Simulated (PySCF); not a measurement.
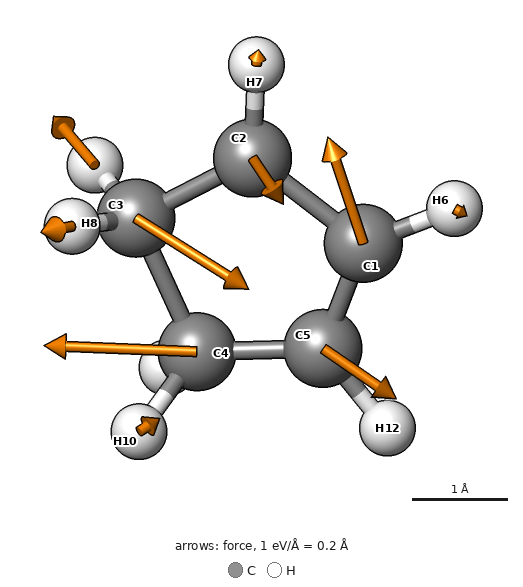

Starting geometry of C5H7 (charge +1) with the computed forces as orange arrows. Style: ball-and-stick. Shown at a tilt.

The start comes from GFN2-xTB. Its atoms were then displaced at random by about 0.03 Å.

The calculation used PySCF, PBE0-D3(BJ)/def2-SVP geometry optimisation, gas phase. 

Q: Is this structure relaxed? If not, where do the atoms go?

A: It isn't relaxed: the largest force vector, on a C atom, is 8.15 eV/Å. The atoms end up moving mostly along the starting forces (cosine between the two patterns 0.85). Over 7 geometry steps the energy falls by 116.0 kJ/mol. A C atom moves most after the best rigid fit: 0.11 Å. By element the largest moves are C 0.11 Å, H 0.05 Å. Among the contacts that change: C–C 1.347 → 1.465 Å, C–H 0.996 → 1.108 Å, C–C 1.613 → 1.521 Å, C–C 1.478 → 1.390 Å. Among the angles between lasting bonds that change: C–C–H 134.8° → 126.2°, C–C–H 117.8° → 126.2°, C–C–H 106.5° → 114.2°. Cost: 25 s on 1 thread of Arm Neoverse V1, with other jobs on the host.
